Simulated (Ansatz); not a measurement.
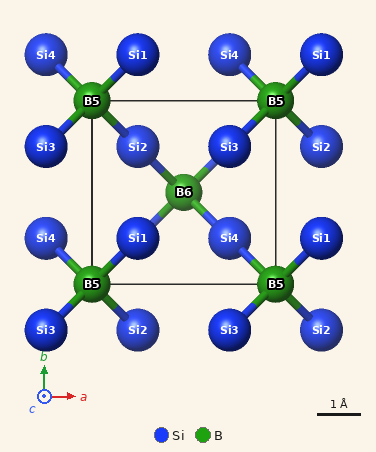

This is the input geometry for a relaxation of crystalline Si₂B (built on the cuprite_224 type) (coarse preliminary run). Style: ball-and-stick. Shown: the cell of the calculation, along the c axis.

Case: cuprite type (Pn-3m, No. 224).

All numbers below come from DFT r2SCAN, scalar-relativistic, plane waves, PAW in Ansatz.

Input
```yaml
crystal:
  lattice:
    - [4.3428848873, 0.0, 0.0]
    - [0.0, 4.3428848873, 0.0]
    - [0.0, 0.0, 4.3428848873]
  atoms:
    - { symbol: Si, position: [0.25, 0.25, 0.25] }
    - { symbol: Si, position: [0.25, 0.75, 0.75] }
    - { symbol: Si, position: [0.75, 0.75, 0.25] }
    - { symbol: Si, position: [0.75, 0.25, 0.75] }
    - { symbol: B, position: [0.0, 0.0, 0.0] }
    - { symbol: B, position: [0.5, 0.5, 0.5] }
basis:
  ecutwfc: 500
kpoints:
  mp_grid: { grid: [4, 4, 4] }
hamiltonian:
  xc: r2scan
scf:
  occupations: { method: gaussian, width: 0.1 }
  lower_state_search: "off"
output:
  forces: true
  stress: true
  eigenvalues: true
relax:
  adjacent_minimum: "off"
  f_tol: 0.04
  max_steps: 70
  cell: { stress_tol: 0.4 }
```

Run as
```bash
ansatz run input.yaml --threads 1 --pin off --max-ram 2560MiB --backend cpu --events-out ev --progress --plain --runs-dir out
```

Where does the relaxation end?

Answer. After 3 accepted moves (4 points after the start) the energy has fallen by 0.531 eV per cell of the calculation. All forces vanish by symmetry, so only the cell relaxes. Pressure: 16.19 GPa at the start and 0.03 GPa at the end. The SCF was repeated once at an unchanged geometry on a basis and grid sized afresh for the cell, which shifted the energy by 0.9 meV per cell of the calculation at most. No atom moves by more than 0.005 Å relative to the cell. The volume changes by +14.2 %, with a = b = c 4.343 → 4.540 Å (+4.5 %). Near-neighbour distances that change, for instance: Si1–B5 1.881 → 1.966 Å. The space group stays Pn-3m (No. 224). Cost: 17 s on 1 thread of Arm Neoverse V1, with other jobs on the host, peak memory 0.52 GiB.

History of the run:

| step | E − E(0), meV/atom | pressure, GPa | volume, Å³/atom | note |
| --- | --- | --- | --- | --- |
| 0 | 0.00 | 16.19 | 13.652 |  |
| 1 | -70.30 | 6.57 | 14.665 |  |
| 2 | -87.94 | 0.90 | 15.448 |  |
| 3 | -88.34 | 0.02 | 15.591 |  |
| 4 | -88.49 | 0.03 | 15.591 | same geometry, new basis |

The structure at the end:

```
CELL_PARAMETERS angstrom
4.53950 0.00000 0.00000
0.00000 4.53950 0.00000
0.00000 0.00000 4.53950
ATOMIC_POSITIONS crystal
Si 0.25000 0.25000 0.25000
Si 0.25000 0.75000 0.75000
Si 0.75000 0.75000 0.25000
Si 0.75000 0.25000 0.75000
B 0.00000 0.00000 0.00000
B 0.50000 0.50000 0.50000
```

The end point in the same view:

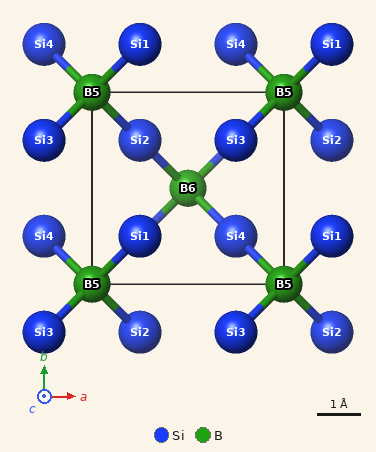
